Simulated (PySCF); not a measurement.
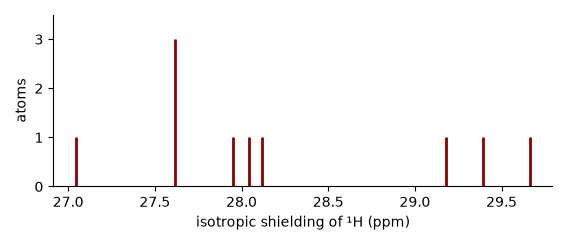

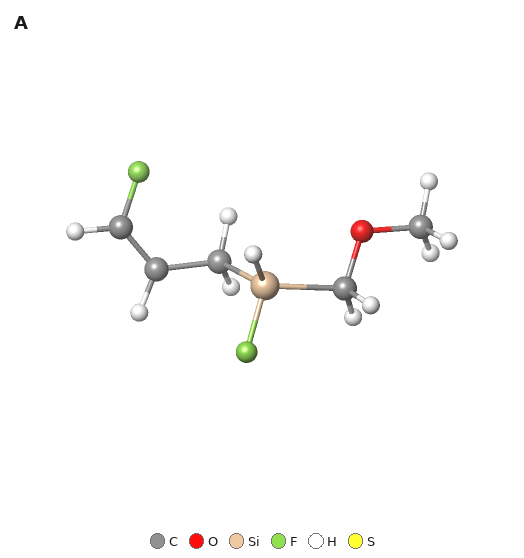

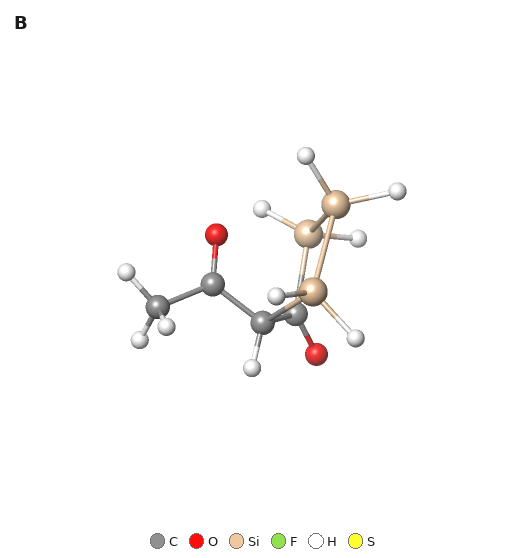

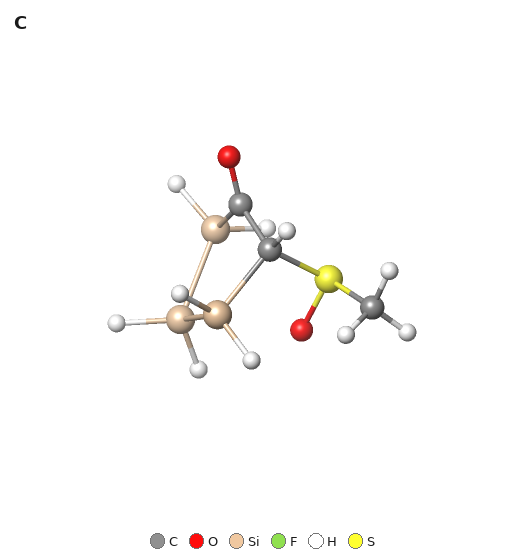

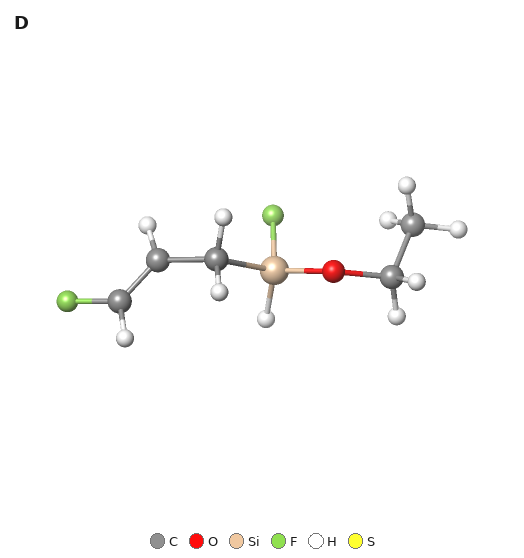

The sticks are computed shieldings of one of the molecules, for one fixed geometry (GFN2-xTB) without averaging over rotations. Low shielding means a high chemical shift. Method: GIAO PBE0/pcSseg-1 NMR shielding, non-relativistic, gas phase (PySCF 2.14.0).

### Which molecule gives this pattern?

B, `CC(=O)[C@@H]1[SiH2][SiH2][SiH2]C1=O`. Its 10 H atoms give lines at 27.04, 27.61 (3 atoms), 27.95, 28.05, 28.12, 29.18, 29.39, 29.66 ppm.

The geometry is semi-empirical. Around Si such bond lengths and angles can be off by a tenth of an ångström or more and by several degrees, and values that hang on the shape move with them.
